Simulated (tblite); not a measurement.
**CH8BrOSi3: frequency calculation**

CH8BrOSi3, multiplicity 2, SMILES [SiH3][SiH]CO[SiH2]Br, computed with GFN2-xTB harmonic vibrations, gas phase (tblite 0.8.0).

It belongs to a series of runs on one base structure; here: H removed from Si.

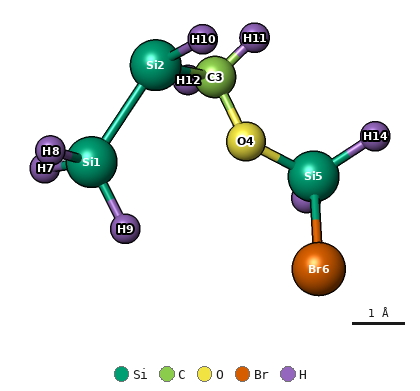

Figure 1. The structure as given in the input (ball-and-stick view, seen at a tilt; atoms are numbered from 1 in the order of the input).

### Summary

| quantity | value |
| --- | --- |
| outcome | converged |
| total energy | −533.2754 eV |
| zero-point energy | 50.4870 kcal/mol |
| hardware | 1 CPU thread, shared host |
| wall time | 0.52 s |
| peak memory | 0.18 GiB |

### Input file
```
{"job": {"kind": "ir", "xc": "GFN2-xTB", "basis": "xTB"}, "charge": 0, "multiplicity": 2}
Si    -2.552451     0.133558     0.189936
Si    -1.137339     1.157364    -1.292748
C      0.586071     0.305599    -1.250231
O      0.875714     0.248533     0.136735
Si     2.256139     0.021560     0.922174
Br     1.575134     0.342057     2.985573
H     -2.798143    -1.227031    -0.313223
H     -3.817525     0.874141     0.148385
H     -2.172047    -0.001598     1.599472
H     -0.800236     2.588658    -1.173820
H      1.375537     0.854602    -1.768982
H      0.583988    -0.714125    -1.644487
H      2.769289    -1.335841     0.827536
H      3.255194     1.032076     0.611514
```

The first line tells a small driver script what to run in tblite; the rest is the geometry in Å.

Run as:
```bash
OMP_NUM_THREADS=1 python <driver script> task.json out
```

### What the program printed
```
mode    cm-1     km/mol
  1       9.4      4.02
  2      18.2      1.33
  3      43.4      2.09
  4      75.7      1.17
  5      89.6      2.68
  6     126.9      0.38
  7     208.3      6.18
  8     222.1     10.91
  9     351.0     27.95
 10     439.4     44.77
 11     457.2      9.00
 12     468.2     15.02
 13     487.7      7.04
 14     524.5     97.39
 15     595.0     11.80
 16     614.1    115.29
 17     699.5     17.17
 18     747.7    293.95
 19     764.1    489.21
 20     783.9    189.30
 21     790.2    356.17
 22     797.6     73.66
 23     809.1    239.60
 24     838.3    117.92
 25    1113.6    260.63
 26    1198.8     22.34
 27    1270.6      5.52
 28    1477.6      1.25
 29    2139.7    198.55
 30    2180.1    352.46
 31    2218.4    413.35
 32    2226.0    147.08
 33    2319.0    295.61
 34    2351.4    148.17
 35    2920.2     47.17
 36    2940.1     26.21
```

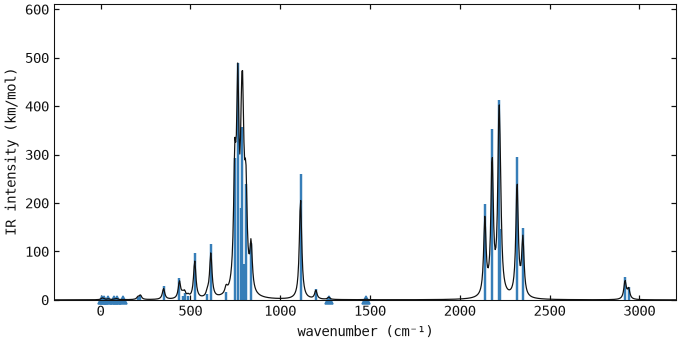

Figure 2. Harmonic infrared spectrum, unscaled: sticks (degenerate modes added up, dark ones marked on the axis) with a Lorentzian envelope of 16 cm⁻¹ full width, scaled to the tallest stick. 36 modes from 9 to 2940 cm⁻¹, none imaginary. The strongest line is at 764 cm⁻¹ (489 km/mol).
